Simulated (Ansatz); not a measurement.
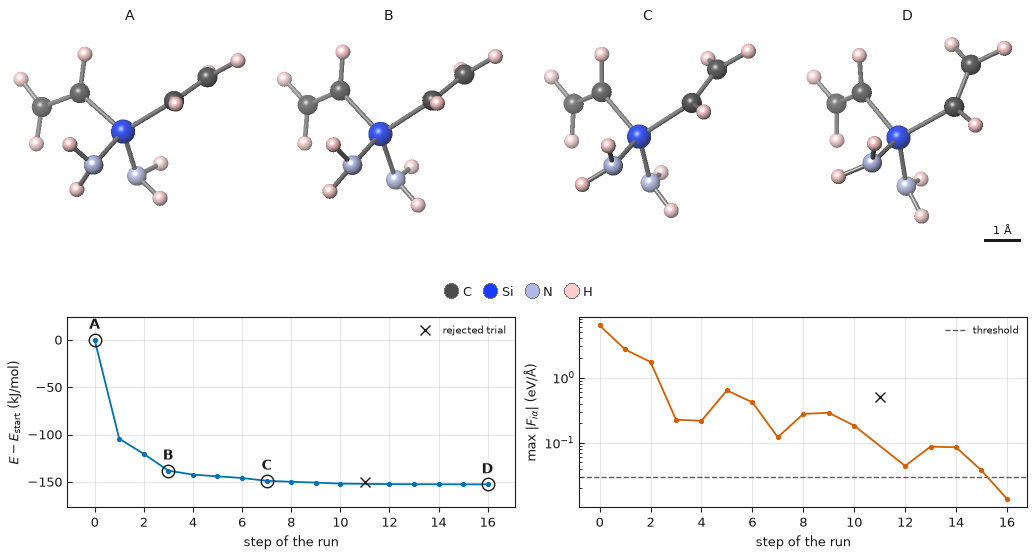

Frames of a relaxation of C₄H₁₀N₂Si (coarse preliminary run), marked on the history of the run. A ball-and-stick model, seen at a tilt.

The start comes from a force field.

The calculation used RKS PBE-D4/def2-SVP (Ansatz).

The input:
```yaml
crystal:
  periodic: [false, false, false]
  atoms:
    - {symbol: C, position_ang: [1.708400, -1.716700, 1.186700]}
    - {symbol: C, position_ang: [1.152000, -0.456100, 0.933000]}
    - {symbol: Si, position_ang: [-0.013500, 0.017500, -0.405000]}
    - {symbol: N, position_ang: [-1.062500, -1.166400, -0.641600]}
    - {symbol: N, position_ang: [0.763800, -0.159500, -1.902400]}
    - {symbol: C, position_ang: [-0.772700, 1.644600, -0.227600]}
    - {symbol: C, position_ang: [-1.585000, 2.032000, 0.742700]}
    - {symbol: H, position_ang: [1.444600, -2.516300, 0.554800]}
    - {symbol: H, position_ang: [2.341700, -1.821500, 2.048900]}
    - {symbol: H, position_ang: [1.439700, 0.369400, 1.608100]}
    - {symbol: H, position_ang: [-1.681400, -0.901800, -1.436400]}
    - {symbol: H, position_ang: [-1.772900, -1.149100, 0.153900]}
    - {symbol: H, position_ang: [1.679700, 0.174700, -1.820900]}
    - {symbol: H, position_ang: [0.779000, -1.141900, -2.040900]}
    - {symbol: H, position_ang: [-0.521500, 2.308300, -1.016900]}
    - {symbol: H, position_ang: [-1.901700, 1.420500, 1.581100]}
    - {symbol: H, position_ang: [-2.016800, 3.061900, 0.722700]}
basis:
  gaussian: {orbitals: def2-SVP}
hamiltonian: {xc: pbe, dispersion: d4}
relax: {f_tol: 0.03, max_steps: 200}
```

Launched with:
```bash
ansatz run in.yaml --threads 4 --pin off --events-out ev --progress --plain --max-ram 11315MiB
```

### Describe the path.

The largest move after the best rigid fit is that of H16, 1.30 Å. By element the largest moves are H 1.30 Å, C 0.61 Å, N 0.37 Å, Si 0.17 Å. Some distances before and after: Si3–N4 1.599 → 1.751 Å, Si3–C6 1.804 → 1.885 Å, Si3–N5 1.696 → 1.750 Å, C1–H8 1.053 → 1.105 Å. Bond angles that change, for instance: Si3–N5–H14 103.5° → 117.4°, H11–N4–H12 99.7° → 109.9°, Si3–N4–H12 108.3° → 117.7°. Groups turn about Si3–C6 by about 45°, Si3–N5 by about 35°, C2–Si3 by about 30°. After 15 accepted moves (16 points after the start) the energy has fallen by 152.6 kJ/mol. Largest force component: 6.3 eV/Å at the start, 0.014 eV/Å at the end. The line search rejected the trial step at point 11 of the run. Cost: 39 s on 4 threads of Arm Neoverse V2 (shared host). From step 0 to 3: H13 moves most (0.44 Å), energy −138.1 kJ/mol. From step 3 to 7: H13 moves most (0.50 Å), energy −10.7 kJ/mol. From step 7 to 16: H16 moves most (0.66 Å), energy −3.80 kJ/mol.
